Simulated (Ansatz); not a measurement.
```xyz
6

Sn   -1.5065   -1.0101   -0.3259
Sn    1.5302   -0.2782    0.6847
O    -0.5176    1.1750   -0.4715
O     0.3298   -1.7217   -0.1007
O    -0.6885    0.6258    0.9248
O     0.8526    1.2091   -0.7114
```

Geometry: r2SCAN-D4/def2-SVP; core potentials replace the inner electrons of Sn.

Computed with Ansatz, RKS PBE0-D4/def2-TZVP.

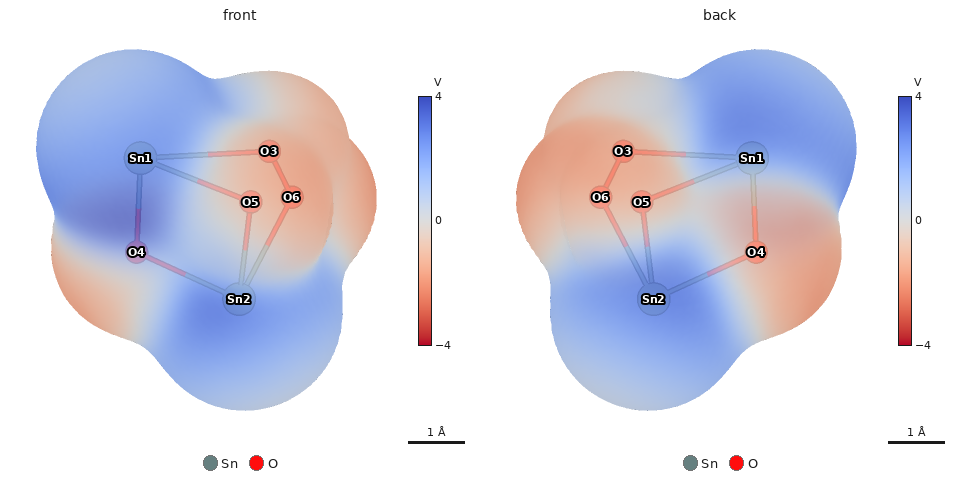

O4Sn2. The molecular electrostatic potential painted on the density surface at 0.004 e/bohr³, seen from the front and from behind; the colour scale runs from red (negative) to blue (positive).

Which sites attract a positive test charge, and which a negative one?

A positive charge is drawn to the negative regions and a negative charge to the positive ones. The most negative region (about −1.8 V) lies over O4 and O6, the most positive (about +3.2 V) over Sn1.
